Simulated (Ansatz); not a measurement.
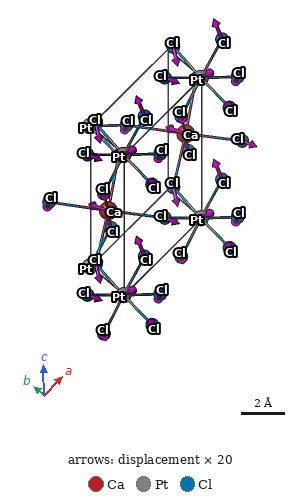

This is a relaxation of a crystal of CaPtCl6 (built on the MgTiF6-148 type type). The starting structure is drawn; purple arrows show the displacements (the part carried along by the change of the cell is left out), magnified 20 times.

Style: ball-and-stick. Shown: the cell of the calculation, reduced to other axes, slightly off an axis. Lengths and directions refer to the drawn axes.

Case: shaken.

These are results of DFT, PBEsol, plane waves, PAW (Ansatz), not measurements.

Input
```yaml
crystal:
  lattice:
    - [3.0385448863, 1.7912122376, 5.7577083272]
    - [-3.0762080495, 1.8077156341, 5.7728521956]
    - [-0.004539221, -3.5004562289, 5.7346788393]
  atoms:
    - { symbol: Ca, position: [0.4956997807, 0.5099249487, 0.4961170866] }
    - { symbol: Pt, position: [0.008411063, -0.0140762619, 0.006163903] }
    - { symbol: Cl, position: [0.6012104351, 0.9452133026, 0.2145304524] }
    - { symbol: Cl, position: [0.9600567202, 0.2106258965, 0.6051568616] }
    - { symbol: Cl, position: [0.7917450801, 0.3955332109, 0.0463055642] }
    - { symbol: Cl, position: [0.0431071622, 0.7854417941, 0.3972918466] }
    - { symbol: Cl, position: [0.3928389469, 0.0485798249, 0.7838894801] }
    - { symbol: Cl, position: [0.2176286231, 0.592504453, 0.9490736494] }
kpoints:
  mp_grid: { grid: [4, 4, 4] }
hamiltonian:
  xc: pbesol
scf:
  occupations: { method: fermi_dirac, width: 0.05 }
relax:
  f_tol: 0.01
  cell: {}
  max_steps: 120
```

Launched with:
```bash
ansatz run input.yaml --threads 4 --pin off --max-ram 4608MiB --backend cpu --events-out ev --progress --plain --runs-dir out
```

Question: What did the optimiser do to the structure, and how much energy did it gain?

Answer: After 3 accepted moves (4 points after the start) the energy has fallen by 18.0 meV per atom. The largest force component goes from 1.4 to 0.0022 eV/Å. Pressure: 1.81 GPa at the start and 0.00 GPa at the end. At 1 point the geometry stayed and the basis and grid were re-selected for the new cell (energy shift of less than 0.05 meV per atom at most each time). The atom that moves furthest relative to the cell is Ca1 (0.068 Å along [−2 3 1]). By element the largest moves are Ca 0.068 Å, Pt 0.064 Å, Cl 0.059 Å. Cell: a 6.104 → 6.182 Å (+1.3 %), b 6.115 → 6.182 Å (+1.1 %), c 6.719 → 6.763 Å (+0.7 %), β 63.3° → 62.8°, γ 60.3° → 60.0°. Volume +2.0 %. Some distances before and after: Pt2–Cl6 2.227 → 2.321 Å, Ca1–Cl3 2.674 → 2.765 Å, Pt2–Cl7 2.267 → 2.321 Å, Ca1–Cl4 2.813 → 2.765 Å. Bond angles that change, for instance: Cl3–Pt2–Cl7 176.3° → 180.0°, Cl5–Ca1–Cl8 176.8° → 180.0°, Ca1–Cl7–Pt2 131.3° → 128.4°. The space group (tolerance 0.01 Å) goes from P1 (No. 1) to R-3 (No. 148). Cost: 32 s on 4 threads of Arm Neoverse V1 (shared host), peak memory 0.63 GiB.
